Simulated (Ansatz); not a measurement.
## NaMgI3 (built on the sites of a database entry of CsMgF3): phonons and vibrational spectra

Wanted: vibrations and spectra of NaMgI3 (built on the sites of a database entry of CsMgF3); the cell is already relaxed. After the zone centre comes a 2×2×2 q mesh on a 4×4×4 k mesh.

Calculated with Ansatz 0.2.0; DFT r2SCAN, scalar-relativistic, plane waves, PAW.

The structure was built from a prototype and need not be the compound's stable phase.

## Step 1: The structure

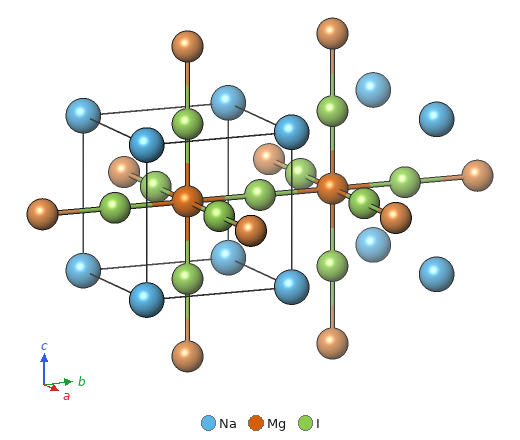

Start, viewed slightly off an axis; sodium blue, magnesium orange, iodine green. 1×2×1 cells are drawn. Some periodic images of atoms are drawn too.

As a file:

```cif
data_structure
_symmetry_space_group_name_H-M 'Pm-3m'
_symmetry_Int_Tables_number 221
_cell_length_a 5.7884
_cell_length_b 5.7884
_cell_length_c 5.7884
_cell_angle_alpha 90.000
_cell_angle_beta 90.000
_cell_angle_gamma 90.000
_cell_volume 193.95
loop_
_atom_site_label
_atom_site_type_symbol
_atom_site_symmetry_multiplicity
_atom_site_Wyckoff_symbol
_atom_site_fract_x
_atom_site_fract_y
_atom_site_fract_z
_atom_site_occupancy
Na1 Na 1 a 0.00000 0.00000 0.00000 1
Mg1 Mg 1 b 0.50000 0.50000 0.50000 1
I1 I 3 c 0.00000 0.50000 0.50000 1
```

## Step 2: Linear response at the zone centre

The cell comes from relaxations at this level that are not shown. The zone centre comes first: it holds the modes that light can see, as far as symmetry allows. The response to a homogeneous field gives the Born charges and the dielectric tensor.

Input file input.yaml:

```yaml
crystal:
  lattice:
    - [5.7884207145, 0.0, 0.0]
    - [0.0, 5.7884207145, 0.0]
    - [0.0, 0.0, 5.7884207145]
  atoms:
    - { symbol: Na, position: [0.0, 0.0, 0.0] }
    - { symbol: Mg, position: [0.5, 0.5, 0.5] }
    - { symbol: I, position: [0.0, 0.5, 0.5] }
    - { symbol: I, position: [0.5, 0.0, 0.5] }
    - { symbol: I, position: [0.5, 0.5, 0.0] }
kpoints:
  mp_grid: { grid: [4, 4, 4] }
hamiltonian:
  xc: r2scan
scf:
  occupations: { method: fixed }
output:
  eigenvalues: true
phonons:
  method: dfpt
  dielectric: true
  rigid_motions: translations
```

The run is started by

```sh
$ ansatz run input.yaml --threads 8 --pin off --max-ram 14336MiB --backend cpu --events-out ev --progress --plain --runs-dir out
```

Numbers of over 12 decimals in the logs are rounded to 6 here.

The log of the run:

```text
Engine: ansatz 0.2.0, aarch64-unknown-linux-gnu
Pseudopotentials: kind: paw
Pseudopotential: Na, paw, valence charge 9, recommended cutoff 500 eV (meta_gga), Na.paw.azcp
Pseudopotential: Mg, paw, valence charge 10, recommended cutoff 500 eV (meta_gga), Mg.paw.azcp
Pseudopotential: I, paw, valence charge 17, recommended cutoff 500 eV (meta_gga), I.paw.azcp
Functional definition: r2SCAN
  parameter k0 = 0.174
  parameter k1 = 0.065
  parameter a1 = 4.9479
  exchange = r2scan_x(k0 = k0, k1 = k1, a1 = a1)
  correlation = r2scan_c
Crystal: 5 atoms, lattice volume = 193.946 Å³
Basis set: ecut = 500 eV, 4945 PW (Γ), exchange–correlation on 360×360×360 points (512 copies of the dense FFT grid, shifted against one another)
Bands: 42, of which v1, the nominal top of the filled ones, is band 35 counted from 1 (34 counted from 0)
Symmetry: 48 space group operations
k-points: 30 of 64 (irreducible under 2 space group operations, time reversal used)
Non-local potential: Na, projectors of the file, l = 0: 3, l = 1: 2, l = 2: 1
Non-local potential: Mg, projectors of the file, l = 0: 3, l = 1: 2, l = 2: 1
Non-local potential: I, projectors of the file, l = 0: 2, l = 1: 2, l = 2: 2, l = 3: 2
PAW form: soft (Blöchl's): semilocal exchange-correlation on the pseudo side does not see the compensation charge
PAW frozen core: Na, regenerated for the run's functional (the file was generated under x = pbe(κ = 0.804, μ = 0.219515), c = pbe(β = 0.066725))
PAW frozen core: Mg, regenerated for the run's functional (the file was generated under x = pbe(κ = 0.804, μ = 0.219515), c = pbe(β = 0.066725))
PAW frozen core: I, regenerated for the run's functional (the file was generated under x = pbe(κ = 0.804, μ = 0.219515), c = pbe(β = 0.066725))
PAW one-centre angular grid: Na, 302 points (default); XC on 339 of its mesh's 2595 points in the sphere
PAW one-centre angular grid: Mg, 302 points (default); XC on 224 Gauss nodes
PAW one-centre angular grid: I, 590 points (default); XC on 160 Gauss nodes
Initial density: superposition of atomic densities (neutral atoms: chi_scale 0, normalization atom), corrected by the library's trained network
Initial wavefunctions: pseudopotential atomic-orbital guess
Functional: x = r2scan, c = r2scan; τ floored in thin density (d = 2e-4 eV/Å³)
SCF iter   1: F=—  HF=-26004.620491 eV  |F-HF|=—  |Δ(HF+E_count)|=         —  Δρ=4.33e-3  dr2=2.25e-2  dr2_τ=2.33e-3  ethr=1.77e-3  ⟨swp⟩=5.9  Hψ=4279  notcnv=0  defer=136
preconditioner: auto → Resta (q_TF=auto, 2.302 Å⁻¹)  ε∞=2.7  [insulator: Δε(μ)=1.806 eV  Ē_g=10.062 eV  n_scr=32 (ndim 8)  ℏωp=13.1 eV  f_vac=0.213  ε∞_Penn≈2.7]
SCF iter   2: F=—  HF=-26004.651723 eV  |F-HF|=—  |Δ(HF+E_count)|=   3.12e-2  Δρ=1.66e-3  dr2=5.45e-3  dr2_τ=2.95e-4  ethr=3.21e-5  ⟨swp⟩=3.0  Hψ=2697  notcnv=0  defer=142
SCF iter   3: F=—  HF=-26004.651829 eV  |F-HF|=—  |Δ(HF+E_count)|=   1.06e-4  Δρ=4.74e-4  dr2=6.96e-4  dr2_τ=1.45e-5  ethr=7.79e-6  ⟨swp⟩=3.0  Hψ=2688  notcnv=0  defer=144
SCF iter   4: F=—  HF=-26004.651857 eV  |F-HF|=—  |Δ(HF+E_count)|=   2.85e-5  Δρ=7.90e-5  dr2=8.65e-6  dr2_τ=1.43e-7  ethr=9.94e-7  ⟨swp⟩=2.4  Hψ=1626  notcnv=0  defer=142
SCF iter   5: F=—  HF=-26004.651856 eV  |F-HF|=—  |Δ(HF+E_count)|=   9.46e-7  Δρ=1.84e-5  dr2=6.18e-7  dr2_τ=3.44e-8  ethr=1.24e-8  ⟨swp⟩=2.7  Hψ=2285  notcnv=0  defer=138
SCF iter   6: F=—  HF=-26004.651831 eV  |F-HF|=—  |Δ(HF+E_count)|=   2.49e-5  Δρ=3.64e-6  dr2=3.74e-8  dr2_τ=1.89e-9  ethr=8.83e-10  ⟨swp⟩=2.0  Hψ=2253  notcnv=0  defer=137
SCF iter   7: F=—  HF=-26004.651831 eV  |F-HF|=—  |Δ(HF+E_count)|=   1.87e-8  Δρ=8.58e-7  dr2=3.63e-9  dr2_τ=8.09e-11  ethr=5.35e-11  ⟨swp⟩=2.0  Hψ=2099  notcnv=0  defer=137
SCF iter   8: F=-26004.651831 eV  HF=-26004.651831 eV  |F-HF|=3.64e-12  |Δ(HF+E_count)|=   1.17e-9  Δρ=2.21e-7  dr2=9.12e-11  dr2_τ=2.34e-12  ethr=1.00e-12  ⟨swp⟩=16.6  Hψ=9975  notcnv=0
SCF 1 converged in 8 iterations: F = -26004.651831 eV  dr2 = 9.12e-11
  greatest PAW one-centre occupation: 1.000 electrons in one spin orbital (limit 2), on the Na atom at site 0 (counted from 0), in its partial waves of l = 0
DFPT response loops at Γ: preconditioner auto → none (the input reference at scf.mixing.eps_inf says where Resta's filter doesn't serve); β = 0.50; Broyden in place of MSR1
── the response to a field inside a basis, on 4×4×4 k-points: an SCF that follows is theirs, and a resumed run solves both again ──
Bands: 36, of which v1, the nominal top of the filled ones, is band 35 counted from 1 (34 counted from 0)
k-points: 4 of 64
Initial density: handed on by an earlier stage of this run
Initial wavefunctions: pseudopotential atomic-orbital guess (no wavefunctions were taken with the density)
Eigensolver: Dense (4 Hₖ)
SCF iter   1: F=—  HF=-26004.519669 eV  |F-HF|=—  |Δ(HF+E_count)|=         —  Δρ=1.94e-4  dr2=2.13e-5  dr2_τ=1.74e-5  ethr=1.00e-1
preconditioner: auto → Resta (q_TF=auto, 2.302 Å⁻¹)  ε∞=3.7  [insulator: Δε(μ)=2.549 eV  Ē_g=7.905 eV  n_scr=32 (ndim 8)  ℏωp=13.1 eV  f_vac=0.214  ε∞_Penn≈3.7]
SCF iter   2: F=—  HF=-26004.519714 eV  |F-HF|=—  |Δ(HF+E_count)|=   4.50e-5  Δρ=9.67e-5  dr2=7.73e-6  dr2_τ=6.95e-7  ethr=3.04e-8
SCF iter   3: F=—  HF=-26004.519728 eV  |F-HF|=—  |Δ(HF+E_count)|=   1.47e-5  Δρ=1.88e-5  dr2=8.62e-7  dr2_τ=2.10e-8  ethr=1.10e-8
SCF iter   4: F=-26004.519729 eV  HF=-26004.519729 eV  |F-HF|=7.13e-9  |Δ(HF+E_count)|=   3.03e-7  Δρ=2.92e-6  dr2=3.59e-8  dr2_τ=6.77e-10  ethr=1.23e-9
SCF 1 converged in 4 iterations: F = -26004.519729 eV  dr2 = 3.59e-8
DFPT response loops at Γ: mixed as the last ones told, above
WARN: field response: ε∞ stands inside a basis, on 4×4×4 points; the force constants stand on the 4×4×4 k-mesh, whose period is 12.25 times the interband length at k = (0.0000, 0.0000, 0.0000), direct gap 2.392 eV, under 14: take them and everything formed from them as unconverged, and compare with a denser kpoints.mp_grid
SCF converged after 8 iterations
Free energy (F): -26004.651831 eV
Harris-Foulkes:  -26004.651831 eV  (|F-HF|=3.64e-12)
Internal energy: -26004.651831 eV  (E = F + TS)
E sigma→0 (E₀):  -26004.651831 eV
Fermi energy:    3.358530 eV
--- Per-component energies (eV) ---
  E_band       = -1887.157884
  E_kinetic    = 762.277760
  E_local      = -9829.872978  (includes V_loc(G=0)·N_el)
  E_nonlocal   = -59.043006
  E_hartree    = 4552.663905
  E_xc         = -426.300004
  E_vxc        = -513.733881  (∫ρ·V_xc dr)
  E_paw        = -15083.239363  (= ΣΔE_a)
  E_vpaw       = -1384.750616  (= ΣTr[D̂ρ^β])
  E_aug_tail   = -0.000092  (compensation charges beyond the density's cutoff)
  E_vtau       = 32.636864  (kinetic-family band-sum trace: ∫τ·v_τ [+ j·A + Jᵃ·Aᵃ] dr)
  E_ewald      = -5921.304738
  E_core_change = 0.166684  (= ΣΔE_core)
  E_smearing   = -0.000000  (= −TS)
  E_closure    = 0.000000  (closes the sum)
  Σ components = -26004.651831   (vs F -26004.651831, Δ=0.00e0)
--- Band table (eV; the first three rows and the last of 30) ---
  k-point 0: bands = [... 31 lower, 2.4704, 2.7895, 2.7895, 2.7895, 5.1810, 6.4972, 9.2830, 9.2830, ... 3 higher]
  k-point 1: bands = [... 31 lower, 2.2680, 2.3526, 2.6984, 2.6984, 5.9637, 7.2605, 9.2427, 9.4577, ... 3 higher]
  k-point 2: bands = [... 31 lower, 1.9767, 2.2429, 2.6801, 2.6801, 7.3337, 7.8168, 8.5482, 9.6993, ... 3 higher]
  k-point 29: bands = [... 31 lower, 2.2746, 3.3585, 3.3585, 3.3585, 6.5699, 8.4683, 8.4683, 8.4683, ... 3 higher]
--- Phonons (Γ-DFPT): 4 representative perturbations + reference, on 30 of 64 k-points (Σ response iterations 29) ---
  k mesh reduced under 2 symmetry operations, with k and −k counted as one. Each operation leaves every solved perturbation unchanged. A smaller set is not considered because the functional reads the kinetic-energy density
  ASR residual: 2.227e-4 → 0.000e0 eV/Å²; symmetrization residual: 7.793e-6 eV/Å²
  ASR residual per site (eV/Å²): 4.18e-5 2.23e-4 1.86e-4 1.86e-4 1.86e-4
  Γ frequencies (cm⁻¹): -76.25 -76.25 -76.25 0.00 0.00 0.00 17.48 17.48 17.48 61.46 61.46 61.46 162.66 162.66 162.66
  ε∞ (high-frequency dielectric tensor):
        3.517760     0.000000    -0.000000
        0.000000     3.517760     0.000000
       -0.000000     0.000000     3.517760
  softest optical mode at Γ: -76.25 cm⁻¹; the repairs (sum rule, projections) moved no ω² at Γ by more than (1.97 cm⁻¹)²
  Born effective charges Z* (e; rows j = field, columns β = displacement):
    site 0:
         1.41376    0.00000    0.00000
        -0.00000    1.41376    0.00000
         0.00000    0.00000    1.41376
    site 1:
         2.63351   -0.00000    0.00000
        -0.00000    2.63351    0.00000
        -0.00000    0.00000    2.63351
    site 2:
        -2.34925   -0.00000    0.00000
        -0.00000   -0.84900    0.00000
        -0.00000    0.00000   -0.84900
    site 3:
        -0.84900    0.00000    0.00000
         0.00000   -2.34925    0.00000
        -0.00000    0.00000   -0.84900
    site 4:
        -0.84900    0.00000   -0.00000
        -0.00000   -0.84900    0.00000
        -0.00000    0.00000   -2.34925
  Z* charge neutrality: 1.088e-2 e pre-enforcement
  solved inside a basis spanned on kpoints, on 4×4×4 k-points, its susceptibility summed on 8×8×8: ε∞ is read to err by 1.0e-2, Z* by 2.2e-2 e (field_mesh: kpoints solves on kpoints); Z* is corrected for what the basis lacks
  optical modes at Γ without the LO–TO term, one row a degenerate level:
      ω (cm⁻¹)  modes    IR ((D/Å)²/amu)
        -76.25      3             7.7507
         17.48      3             0.0000
         61.46      3             1.8376
        162.66      3            19.9747
  optical modes at Γ + LO–TO along q̂ = [1.0000, 0.0000, 0.0000]:
      ω (cm⁻¹)  modes    IR ((D/Å)²/amu)
        -76.25      2             5.1671
        -43.73      1             0.5196
         17.48      3             0.0000
         61.46      2             1.2251
         72.81      1             0.3413
        162.66      2            13.3165
        227.68      1             8.9934
  optical modes at Γ + LO–TO along q̂ = [0.0000, 1.0000, 0.0000]:
      ω (cm⁻¹)  modes    IR ((D/Å)²/amu)
        -76.25      2             5.1671
        -43.73      1             0.5196
         17.48      3             0.0000
         61.46      2             1.2251
         72.81      1             0.3413
        162.66      2            13.3165
        227.68      1             8.9934
  optical modes at Γ + LO–TO along q̂ = [0.0000, 0.0000, 1.0000]:
      ω (cm⁻¹)  modes    IR ((D/Å)²/amu)
        -76.25      2             5.1671
        -43.73      1             0.5196
         17.48      3             0.0000
         61.46      2             1.2251
         72.81      1             0.3413
        162.66      2            13.3165
        227.68      1             8.9934
```

The job ended after 2.4 min (8 threads of Arm Neoverse V2, shared host; peak memory 11 GiB).

In the SCF lines HF is the Harris–Foulkes energy and dr2 the Hartree energy of the density residual, in eV; the loop may stop once dr2 is under the threshold and the program's other checks hold. Hψ counts applications of the Hamiltonian.

Numbers from this step:

- gap on the k-mesh: 1.822 eV
- volume per atom: 38.79 Å³
- sum-rule residual before enforcement: 2.23e-4 eV/Å²
- miss of the charge sum rule: 0.01088 e
- estimated error of the dielectric tensor: 0.01012
- estimated error of the Born charges: 0.02244 e
- point group: m-3m
- highest optical mode at the zone centre (no LO-TO term): 162.7 cm⁻¹
- lowest optical zone-centre mode: -76.25 cm⁻¹
- mean high-frequency dielectric constant: 3.518
- largest Born charge (third of the trace): 2.634 e
- top of the zone-centre spectrum with the field: 227.7 cm⁻¹

Without the LO-TO term. Patterns of degenerate modes are one choice out of their space. Modes at Γ, with each element's share of the kinetic energy (negative means imaginary):

| mode | frequency (cm⁻¹) | symmetry | Na % | Mg % | I % |
| --- | --- | --- | --- | --- | --- |
| 1 | -76.2 | T1u | 92 | 0 | 8 |
| 2 | -76.2 | T1u | 92 | 0 | 8 |
| 3 | -76.2 | T1u | 92 | 0 | 8 |
| 4 | 0.0 | acoustic | 5 | 6 | 89 |
| 5 | 0.0 | acoustic | 5 | 6 | 89 |
| 6 | 0.0 | acoustic | 5 | 6 | 89 |
| 7 | 17.5 | T2u | 0 | 0 | 100 |
| 8 | 17.5 | T2u | 0 | 0 | 100 |
| 9 | 17.5 | T2u | 0 | 0 | 100 |
| 10 | 61.5 | T1u | 3 | 28 | 70 |
| 11 | 61.5 | T1u | 3 | 28 | 70 |
| 12 | 61.5 | T1u | 3 | 28 | 70 |
| 13 | 162.7 | T1u | 0 | 67 | 33 |
| 14 | 162.7 | T1u | 0 | 67 | 33 |
| 15 | 162.7 | T1u | 0 | 67 | 33 |

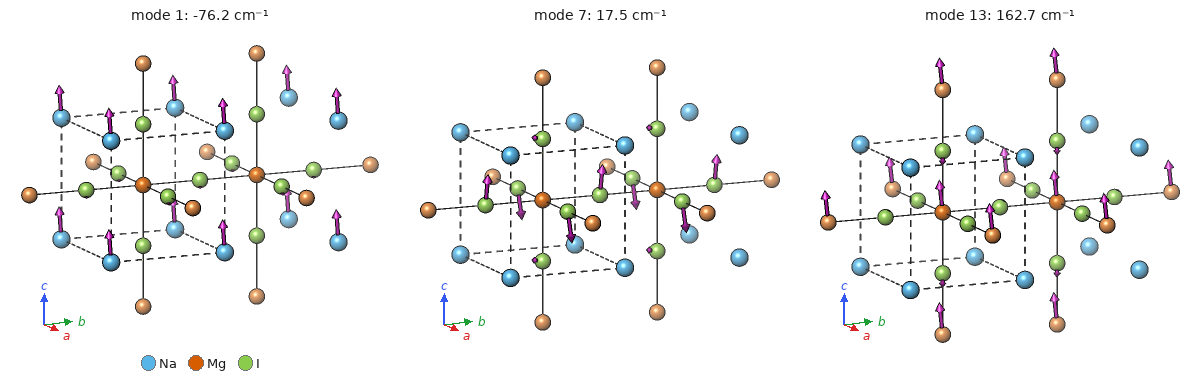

Displacement patterns of modes 1, 7 and 13 at Γ; arrows are exaggerated. 1×2×1 cells are drawn. Some periodic images of atoms are drawn too.

Optical modes at the zone centre, without and with the macroscopic field of the longitudinal modes; each column is sorted by frequency, so a row need not hold one and the same mode. Modes with and without the field, by row:

| rank among optical modes | no field (cm⁻¹) | q along (1, 0, 0) (cm⁻¹) |
| --- | --- | --- |
| 1 | -76.2 | -76.2 |
| 2 | -76.2 | -76.2 |
| 3 | -76.2 | -43.7 |
| 4 | 17.5 | 17.5 |
| 5 | 17.5 | 17.5 |
| 6 | 17.5 | 17.5 |
| 7 | 61.5 | 61.5 |
| 8 | 61.5 | 61.5 |
| 9 | 61.5 | 72.8 |
| 10 | 162.7 | 162.7 |
| 11 | 162.7 | 162.7 |
| 12 | 162.7 | 227.7 |

Born charge (rows field, columns displacement) (e), principal values of the symmetric part by kind of site:

| atom | atoms with these values | low | middle | high | mean |
| --- | --- | --- | --- | --- | --- |
| Na1 | 1 | 1.41 | 1.41 | 1.41 | 1.41 |
| Mg2 | 1 | 2.63 | 2.63 | 2.63 | 2.63 |
| I3 | 3 | -2.35 | -0.85 | -0.85 | -1.35 |

In full for Mg2:

```
2.63 0.00 0.00
0.00 2.63 0.00
0.00 0.00 2.63
```

High-frequency dielectric tensor:

```
3.52 0.00 0.00
0.00 3.52 0.00
0.00 0.00 3.52
```

Transverse modes; imaginary modes are left out. Lines of the infrared spectrum (strongest = 100):

| position (cm⁻¹) | label | relative intensity |
| --- | --- | --- |
| 18 | T2u | 0.0 |
| 62 | T1u | 9.2 |
| 163 | T1u | 100 |

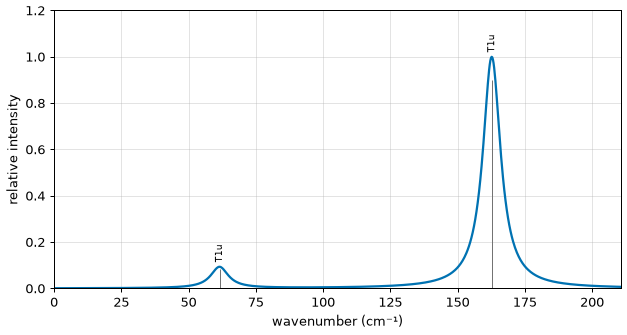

The infrared spectrum, broadened with Lorentzians of width 8 cm⁻¹; bars mark the lines.

Before it was imposed, the acoustic sum rule was missed by 2.2e-4 eV/Å² and the charge sum rule by 0.011 e. Small misses are needed for a sound result but don't prove that mesh and cutoff are converged. The lowest optical mode is imaginary, 76.2i cm⁻¹, so the energy falls along it.

The log warns of the k mesh: “the force constants stand on the 4×4×4 k-mesh, whose period is 12.25 times the interband length at k = (0.0000, 0.0000, 0.0000), direct gap 2.392 eV, under 14: take them and everything formed from them as unconverged”.

[end of part 1 of 2]

[Logs are printed without paths, hosts, clocks, repeated set-up lines and the standing remarks that a program may print on its own settings, such as how far it seeks lower states.]

[Hosts, paths, dates, database ids (printed as entryN), source tags and the programs' standing remarks are cut or masked in the printed files.]
